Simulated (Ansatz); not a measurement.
**Molecular dynamics of SiNH3F (charge +1) (part 2 of 2)**

Continued. System: SiNH3F, charge +1, SMILES N[SiH+]F. Method: RKS B3LYP-D4/def2-SVP (Ansatz 0.2.0). It belongs to a series of runs on one base structure; here: dynamics from the start.

Geometry of the input (Å):
```
N  -0.5682  0.3163  -0.6090
Si 0.4990  -0.2139  0.5183
F  0.4632  -1.7432  0.8912
H  -1.2484  -0.2877  -1.0784
H  -0.6212  1.2907  -0.9162
H  1.4756  0.6378  1.1942
```

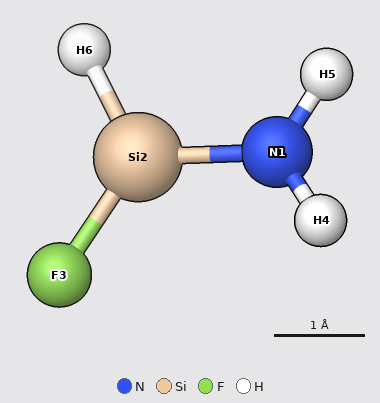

Fig. 1: The geometry at step 143 of the log (ball-and-stick view, seen at a tilt; atoms are numbered from 1 in the order of the input).

**The program's output, continued**
```
md step   119: t =    59.50 fs  T =   166.4 K  F+E_penalty+E_count = -12121.94966917 eV  E_kin = 0.129048 eV  (15 SCF iters, 3 dispersion substeps)
md step   120: t =    60.00 fs  T =   182.2 K  F+E_penalty+E_count = -12121.96131879 eV  E_kin = 0.141326 eV  (15 SCF iters, 3 dispersion substeps)
md step   121: t =    60.50 fs  T =   187.0 K  F+E_penalty+E_count = -12121.97233651 eV  E_kin = 0.145033 eV  (16 SCF iters, 3 dispersion substeps)
md step   122: t =    61.00 fs  T =   200.3 K  F+E_penalty+E_count = -12121.97753200 eV  E_kin = 0.155324 eV  (16 SCF iters, 3 dispersion substeps)
md step   123: t =    61.50 fs  T =   197.3 K  F+E_penalty+E_count = -12121.97484736 eV  E_kin = 0.152994 eV  (16 SCF iters, 3 dispersion substeps)
md step   124: t =    62.00 fs  T =   178.7 K  F+E_penalty+E_count = -12121.96653212 eV  E_kin = 0.138617 eV  (16 SCF iters, 3 dispersion substeps)
md step   125: t =    62.50 fs  T =   162.9 K  F+E_penalty+E_count = -12121.95702560 eV  E_kin = 0.126359 eV  (16 SCF iters, 3 dispersion substeps)
md step   126: t =    63.00 fs  T =   156.3 K  F+E_penalty+E_count = -12121.95019321 eV  E_kin = 0.121247 eV  (16 SCF iters, 3 dispersion substeps)
md step   127: t =    63.50 fs  T =   152.9 K  F+E_penalty+E_count = -12121.94749667 eV  E_kin = 0.118595 eV  (16 SCF iters, 3 dispersion substeps)
md step   128: t =    64.00 fs  T =   153.4 K  F+E_penalty+E_count = -12121.94774551 eV  E_kin = 0.118979 eV  (16 SCF iters, 3 dispersion substeps)
md step   129: t =    64.50 fs  T =   149.6 K  F+E_penalty+E_count = -12121.95054121 eV  E_kin = 0.116028 eV  (16 SCF iters)
md step   130: t =    65.00 fs  T =   160.4 K  F+E_penalty+E_count = -12121.95523169 eV  E_kin = 0.124430 eV  (16 SCF iters)
md step   131: t =    65.50 fs  T =   168.1 K  F+E_penalty+E_count = -12121.96055097 eV  E_kin = 0.130377 eV  (16 SCF iters)
md step   132: t =    66.00 fs  T =   165.6 K  F+E_penalty+E_count = -12121.96548095 eV  E_kin = 0.128444 eV  (16 SCF iters)
md step   133: t =    66.50 fs  T =   168.3 K  F+E_penalty+E_count = -12121.96792256 eV  E_kin = 0.130539 eV  (16 SCF iters)
md step   134: t =    67.00 fs  T =   182.1 K  F+E_penalty+E_count = -12121.96688769 eV  E_kin = 0.141211 eV  (16 SCF iters)
md step   135: t =    67.50 fs  T =   176.0 K  F+E_penalty+E_count = -12121.96373195 eV  E_kin = 0.136494 eV  (16 SCF iters)
md step   136: t =    68.00 fs  T =   175.2 K  F+E_penalty+E_count = -12121.96009041 eV  E_kin = 0.135863 eV  (16 SCF iters)
md step   137: t =    68.50 fs  T =   162.5 K  F+E_penalty+E_count = -12121.95754139 eV  E_kin = 0.126014 eV  (16 SCF iters)
md step   138: t =    69.00 fs  T =   160.0 K  F+E_penalty+E_count = -12121.95916198 eV  E_kin = 0.124057 eV  (16 SCF iters)
md step   139: t =    69.50 fs  T =   169.2 K  F+E_penalty+E_count = -12121.96676540 eV  E_kin = 0.131252 eV  (16 SCF iters)
md step   140: t =    70.00 fs  T =   182.2 K  F+E_penalty+E_count = -12121.97748470 eV  E_kin = 0.141333 eV  (16 SCF iters)
md step   141: t =    70.50 fs  T =   186.2 K  F+E_penalty+E_count = -12121.98595835 eV  E_kin = 0.144383 eV  (16 SCF iters)
md step   142: t =    71.00 fs  T =   195.8 K  F+E_penalty+E_count = -12121.98936637 eV  E_kin = 0.151884 eV  (16 SCF iters)
md step   143: t =    71.50 fs  T =   194.9 K  F+E_penalty+E_count = -12121.98769502 eV  E_kin = 0.151129 eV  (16 SCF iters)
md step   144: t =    72.00 fs  T =   186.2 K  F+E_penalty+E_count = -12121.98226095 eV  E_kin = 0.144420 eV  (16 SCF iters)
md step   145: t =    72.50 fs  T =   197.8 K  F+E_penalty+E_count = -12121.97502505 eV  E_kin = 0.153436 eV  (16 SCF iters)
md step   146: t =    73.00 fs  T =   201.0 K  F+E_penalty+E_count = -12121.96755828 eV  E_kin = 0.155889 eV  (16 SCF iters)
md step   147: t =    73.50 fs  T =   173.2 K  F+E_penalty+E_count = -12121.96265608 eV  E_kin = 0.134317 eV  (16 SCF iters)
md step   148: t =    74.00 fs  T =   171.5 K  F+E_penalty+E_count = -12121.96362861 eV  E_kin = 0.133031 eV  (16 SCF iters)
md step   149: t =    74.50 fs  T =   179.3 K  F+E_penalty+E_count = -12121.96989946 eV  E_kin = 0.139064 eV  (16 SCF iters)
these checks for a lower state are left out or cut short: stability, starts, cluster_reference, orbital_swaps, neighbouring_geometries, increment
628 factors; integrals over basis functions are off by at most 3.7e-4 eV
mean field -12121.86561068 eV, -445.4703446968 hartree, gradient 9.8e-6 eV, S^2 0.000000; 0 other end points of the search recorded, 0 dependent functions left out
the calculation of the forces begins
reference -12121.86578765 eV, -445.4703512003 hartree; 16, 16 occupied and 45, 45 virtual orbitals, 628 factors
md step   150: t =    75.00 fs  T =   183.7 K  F+E_penalty+E_count = -12121.97669322 eV  E_kin = 0.142445 eV  (16 SCF iters)
```

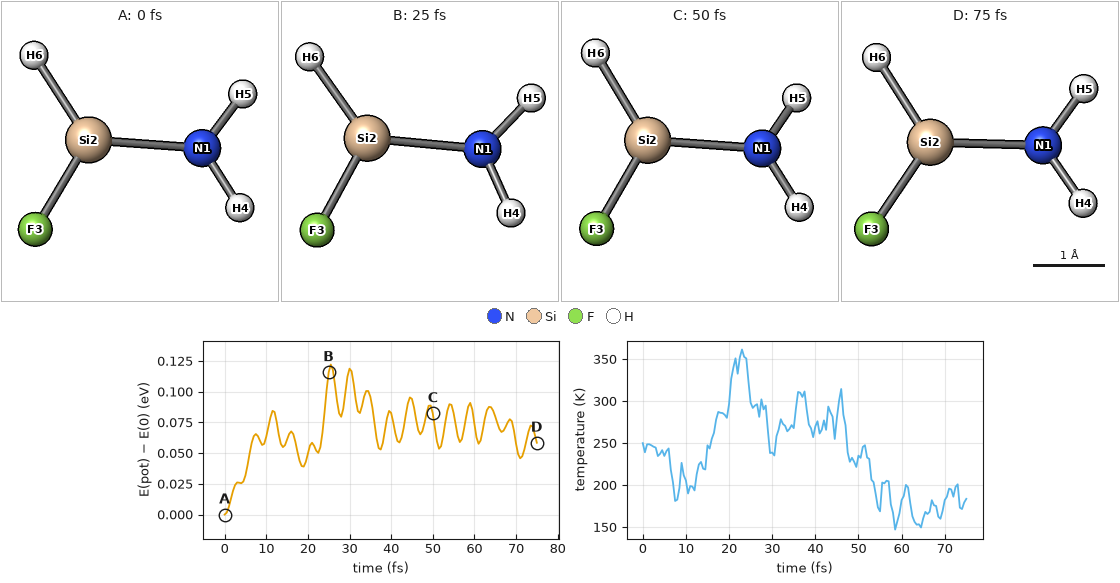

Fig. 2: Frames of the molecular dynamics (ball-and-stick, seen at a tilt) above the curves, on which the letters mark them. The trajectory kept here has 151 frames over 75 fs. The temperature starts at 250 K, ranges from 147 to 361 K and averages 213 K over the second half. The potential energy ends 0.058 eV above its first value. After an unweighted best fit of the last frame on the first, the root-mean-square displacement is 0.05 Å.

```
Total energy: -12121.97687019 eV, -445.4744334084 hartree
Atom 0 at    -0.848553    -0.043660    -0.541809 Å, force    -0.864859    -0.669167    -0.880846 eV/Å
Atom 1 at     0.503618    -0.256053     0.342734 Å, force     0.741974     0.342432     0.554705 eV/Å
Atom 2 at     0.983628    -1.664047     0.880588 Å, force    -0.357531     0.195876    -0.292671 eV/Å
Atom 3 at    -1.407430    -0.853665    -0.887357 Å, force     0.233459     0.678217     0.263520 eV/Å
Atom 4 at    -1.159973     0.859001    -0.948977 Å, force     0.227084    -0.484261     0.337648 eV/Å
Atom 5 at     1.331153     0.888175     0.728171 Å, force     0.019872    -0.063097     0.017644 eV/Å
Dipole moment:    -0.310539     0.585901    -0.356171 e Å
Checks for a lower state left out: stability, starts, cluster_reference, orbital_swaps, neighbouring_geometries, increment
```

**Trajectory as extended XYZ (Å, eV, eV/Å), 16 of the 151 frames kept, from step=0 to step=150**
```
6
Properties=species:S:1:pos:R:3:forces:R:3 step=0 time_fs=0.0 energy=-12122.03516 temperature=250.0
N    -0.5682    0.3163   -0.6090    0.0017   0.0004   0.0007
Si    0.4990   -0.2139    0.5183    0.0032  -0.0003   0.0016
F     0.4632   -1.7432    0.8912   -0.0003  -0.0027   0.0005
H    -1.2484   -0.2877   -1.0784   -0.0028   0.0004  -0.0013
H    -0.6212    1.2907   -0.9162   -0.0012   0.0010  -0.0017
H     1.4756    0.6378    1.1942   -0.0006   0.0012   0.0003
6
Properties=species:S:1:pos:R:3:forces:R:3 step=10 time_fs=5.0 energy=-12122.00329 temperature=234.8
N    -0.6001    0.2725   -0.5981    0.1176   0.0945   0.0935
Si    0.4975   -0.2042    0.5212   -0.0062   0.3069  -0.0288
F     0.4909   -1.7237    0.8702    0.0984  -0.7254   0.2522
H    -1.2864   -0.3300   -1.0745    0.2117   0.2499   0.1106
H    -0.6181    1.2600   -0.8517   -0.3023   0.0925  -0.2930
H     1.4568    0.6591    1.2232   -0.1191  -0.0184  -0.1345
6
Properties=species:S:1:pos:R:3:forces:R:3 step=20 time_fs=10.0 energy=-12121.97175 temperature=205.6
N    -0.6340    0.2398   -0.5824    0.7360   0.9167   0.4163
Si    0.5001   -0.1998    0.5177   -0.2980   0.4890  -0.2626
F     0.5248   -1.7116    0.8536    0.1624  -1.2253   0.3914
H    -1.3246   -0.3204   -1.0585   -0.3376  -0.5207  -0.2132
H    -0.6633    1.2220   -0.8507   -0.2232   0.2061  -0.2091
H     1.4444    0.6594    1.2294   -0.0397   0.1342  -0.1227
6
Properties=species:S:1:pos:R:3:forces:R:3 step=30 time_fs=15.0 energy=-12121.97421 temperature=247.4
N    -0.6596    0.2148   -0.5627   -0.5329   0.9101  -0.8980
Si    0.4995   -0.1932    0.5137    0.0145   0.2715  -0.0383
F     0.5613   -1.7120    0.8417    0.1436  -0.9633   0.3320
H    -1.3306   -0.3982   -1.0682    0.5413   0.1435   0.5249
H    -0.7473    1.1905   -0.9034   -0.0016  -0.4684   0.2368
H     1.4710    0.6613    1.2060   -0.1648   0.1066  -0.1574
6
Properties=species:S:1:pos:R:3:forces:R:3 step=40 time_fs=20.0 energy=-12121.98559 temperature=296.4
N    -0.6925    0.2008   -0.5570    0.9274  -0.0113   0.5743
Si    0.5055   -0.1864    0.5094    0.0112   0.2462  -0.1381
F     0.6028   -1.7179    0.8377    0.0538  -0.3018   0.1503
H    -1.2398   -0.5030   -1.0261   -0.4753  -0.5988  -0.2137
H    -0.8410    1.1145   -0.9514   -0.1257   0.7560  -0.1523
H     1.5052    0.6888    1.1682   -0.3915  -0.0903  -0.2206
6
Properties=species:S:1:pos:R:3:forces:R:3 step=50 time_fs=25.0 energy=-12121.91925 temperature=298.1
N    -0.7234    0.1868   -0.5522    0.1615  -0.7461  -0.3173
Si    0.5127   -0.1764    0.5064   -0.9462  -0.4488  -0.8133
F     0.6509   -1.7196    0.8424   -0.0294   0.3667  -0.0432
H    -1.1995   -0.6602   -0.9806    0.3094   1.3659   0.4500
H    -0.9823    1.1132   -0.9677    0.2255  -0.9661   0.4564
H     1.4780    0.7084    1.0965    0.2792   0.4284   0.2673
6
Properties=species:S:1:pos:R:3:forces:R:3 step=60 time_fs=30.0 energy=-12121.91640 temperature=238.9
N    -0.7375    0.1646   -0.5440    1.6929  -0.0121   1.3337
Si    0.5181   -0.1680    0.4972   -0.2026  -0.3024  -0.2577
F     0.7009   -1.7160    0.8542   -0.1366   0.9081  -0.2221
H    -1.1972   -0.6277   -0.9171   -0.9998  -1.3525  -0.6447
H    -1.0915    1.0166   -0.9392   -0.0380   0.9079  -0.1122
H     1.5062    0.7708    1.0729   -0.3160  -0.1490  -0.0971
6
Properties=species:S:1:pos:R:3:forces:R:3 step=70 time_fs=35.0 energy=-12121.93912 temperature=267.8
N    -0.7312    0.1304   -0.5287   -1.3073  -0.8385  -0.7416
Si    0.5245   -0.1657    0.4875    0.3311  -0.5736   0.1840
F     0.7455   -1.7062    0.8578   -0.1294   0.8893  -0.2228
H    -1.2949   -0.6995   -0.8804    0.7605   1.0312   0.5018
H    -1.1718    1.0048   -0.8775    0.6432  -0.3733   0.3901
H     1.5062    0.7923    1.0392   -0.2981  -0.1353  -0.1115
6
Properties=species:S:1:pos:R:3:forces:R:3 step=80 time_fs=40.0 energy=-12121.95244 temperature=270.0
N    -0.7282    0.0880   -0.5215    0.3100  -0.1564   0.4270
Si    0.5284   -0.1753    0.4727    0.5161  -0.6798   0.2615
F     0.7858   -1.6884    0.8575   -0.0595   0.2455  -0.0717
H    -1.2813   -0.7030   -0.7821   -0.7320  -0.8840  -0.4574
H    -1.1627    0.9517   -0.7714   -0.2612   1.0554  -0.3403
H     1.4922    0.7750    0.9608    0.2264   0.4192   0.1810
6
Properties=species:S:1:pos:R:3:forces:R:3 step=90 time_fs=45.0 energy=-12121.94100 temperature=280.2
N    -0.7388    0.0457   -0.5228   -1.6424   0.2965  -0.3750
Si    0.5309   -0.1929    0.4605    0.8959   0.8779   0.1554
F     0.8214   -1.6685    0.8574    0.2018  -0.8837   0.2826
H    -1.3571   -0.7696   -0.7614    0.4529   0.9887   0.0242
H    -1.1505    0.9942   -0.7123    0.3912  -1.1125  -0.0477
H     1.5089    0.8288    0.8907   -0.2994  -0.1668  -0.0395
6
Properties=species:S:1:pos:R:3:forces:R:3 step=100 time_fs=50.0 energy=-12121.95275 temperature=235.1
N    -0.7710    0.0060   -0.5330    1.1877  -0.0778   1.0479
Si    0.5337   -0.2021    0.4521   -0.2843   0.8415  -0.7052
F     0.8530   -1.6603    0.8675    0.3288  -1.0443   0.4076
H    -1.4180   -0.7112   -0.7880   -0.6739  -0.8393  -0.3483
H    -1.1073    0.9281   -0.7018   -0.4797   1.1527  -0.4896
H     1.4614    0.8726    0.8102   -0.0786  -0.0328   0.0876
6
Properties=species:S:1:pos:R:3:forces:R:3 step=110 time_fs=55.0 energy=-12121.95239 temperature=168.8
N    -0.7898   -0.0228   -0.5396   -0.9068   0.7937  -0.1287
Si    0.5329   -0.2085    0.4363   -0.8045   0.0408  -0.8409
F     0.8801   -1.6651    0.8843    0.2311  -0.3934   0.2612
H    -1.5266   -0.6998   -0.8517    0.9485   0.3510   0.4230
H    -1.1005    0.9524   -0.7740    0.3914  -0.8940   0.1201
H     1.4054    0.9074    0.7551    0.1403   0.1019   0.1653
6
Properties=species:S:1:pos:R:3:forces:R:3 step=120 time_fs=60.0 energy=-12121.96132 temperature=182.2
N    -0.8100   -0.0403   -0.5466    1.0085   0.3348   0.7876
Si    0.5237   -0.2119    0.4112   -0.1568  -0.4654  -0.2601
F     0.9079   -1.6727    0.8971   -0.0404   0.5694  -0.0798
H    -1.5103   -0.6855   -0.8621   -0.4239  -0.8529  -0.1569
H    -1.0511    0.9055   -0.7933   -0.2514   0.7700  -0.3398
H     1.3714    0.9598    0.7230   -0.1359  -0.3559   0.0490
6
Properties=species:S:1:pos:R:3:forces:R:3 step=130 time_fs=65.0 energy=-12121.95523 temperature=160.4
N    -0.8190   -0.0474   -0.5463   -0.4964   0.3371  -0.2655
Si    0.5161   -0.2227    0.3868    0.0571  -1.3184   0.1968
F     0.9358   -1.6821    0.9018   -0.2536   1.1461  -0.3539
H    -1.4950   -0.7679   -0.8725    0.4816   0.5671   0.2157
H    -1.0452    0.9346   -0.8159   -0.1201  -0.8350  -0.0174
H     1.2891    0.9616    0.6952    0.3314   0.1032   0.2242
6
Properties=species:S:1:pos:R:3:forces:R:3 step=140 time_fs=70.0 energy=-12121.97748 temperature=182.2
N    -0.8348   -0.0450   -0.5432    0.4728  -0.0133   0.2430
Si    0.5072   -0.2395    0.3624    0.7307  -0.4971   0.6441
F     0.9614   -1.6783    0.8954   -0.3892   0.9744  -0.4396
H    -1.4314   -0.7837   -0.8662   -0.6497  -0.5986  -0.3202
H    -1.0898    0.8800   -0.8685   -0.2451   0.3777  -0.2087
H     1.2891    0.9549    0.7082    0.0805  -0.2432   0.0815
6
Properties=species:S:1:pos:R:3:forces:R:3 step=150 time_fs=75.0 energy=-12121.97669 temperature=183.7
N    -0.8486   -0.0437   -0.5418   -0.8649  -0.6692  -0.8808
Si    0.5036   -0.2561    0.3427    0.7420   0.3424   0.5547
F     0.9836   -1.6640    0.8806   -0.3575   0.1959  -0.2927
H    -1.4074   -0.8537   -0.8874    0.2335   0.6782   0.2635
H    -1.1600    0.8590   -0.9490    0.2271  -0.4843   0.3376
H     1.3312    0.8882    0.7282    0.0199  -0.0631   0.0176
```

**Summary**

- outcome: finished
- mean temperature over the second half: 213 K
- trajectory: 150 steps, 75 fs
- ensemble: nvt_langevin
- temperature in the input: 300.0 K
- time step: 0.5 fs
- potential energy (last step): −12121.9769 eV
- mean-field energy (last step): −12121.8658 eV
- largest force (length of the vector) (last step): 1.404 eV/Å
- wall time: 2.3 min
- peak memory: 0.096 GiB

**Notes**

So short a trajectory is not equilibrated. The logged temperature at the start can lie below the typed one, since it is counted over all degrees of freedom.
